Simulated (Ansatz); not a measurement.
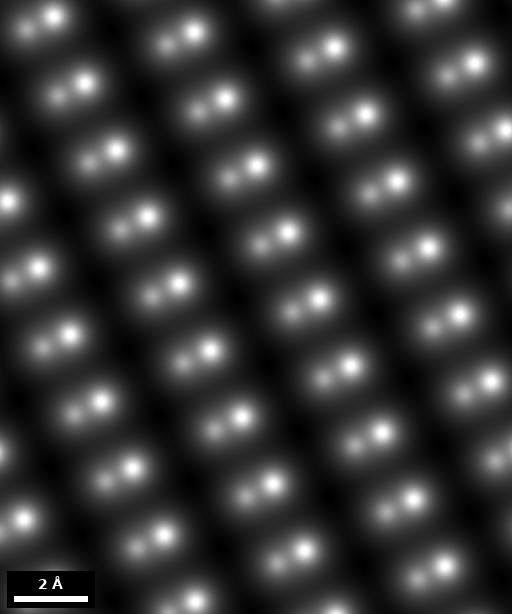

Projected-potential map of AgS. Computed as the sum of neutral-atom potentials (tabulated electron scattering factors, B = 0.5 Å²) projected along the beam and smoothed by 0.25 Å; brighter is more positive. The display is stretched by a gamma of 0.6; percentages refer to the linear signal.

Give the net of the columns and its spacings.

Answer. The pattern repeats on a rectangular net of 2.0 × 3.3 Å.

What is the plane group of the image?

Answer. pm: parallel mirror lines, no rotation.

How many columns does the smallest repeating cell hold, and how many levels of brightness?

Answer. 2 columns in the primitive cell of 6.6 Å², with 2 levels of brightness (about 100, 45 % of the brightest, counted from the darkest point).

The crystal is AgS (F-43m, No. 216) seen along [211]. Model: the geometry relaxed with DFT PBE, scalar-relativistic, plane waves, PAW (Ansatz); the starting structure was generated, so it need not be a known form of this composition.
